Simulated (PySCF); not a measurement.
SMILES [Al]([SH])([CH3])[SH] at its B3LYP/def2-SVP optimised geometry (Å):

```
9

Al    -0.1945     0.1231     0.0000
C     -1.1422     1.8278     0.0000
H     -1.2291     2.2177    -1.0294
H     -0.6103     2.5903     0.5927
H     -2.1638     1.7314     0.4025
S      2.0095     0.1231     0.0000
H      2.1638    -1.2207    -0.0402
S     -1.3531    -1.7513    -0.0214
H     -0.2917    -2.5903    -0.0500
```

Method: B3LYP/def2-TZVP (PySCF). Cells within 0.4 Å of a nucleus heavier than hydrogen are left out (blank, or x).

Map of the deformation density (molecule minus spherical neutral atoms) (e/bohr³) on the plane z = 0.0 Å:

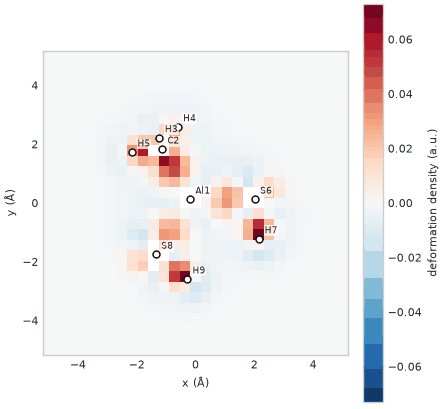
Deformation density (molecule minus spherical neutral atoms) (e/bohr³) on the plane z = 0.0 Å.
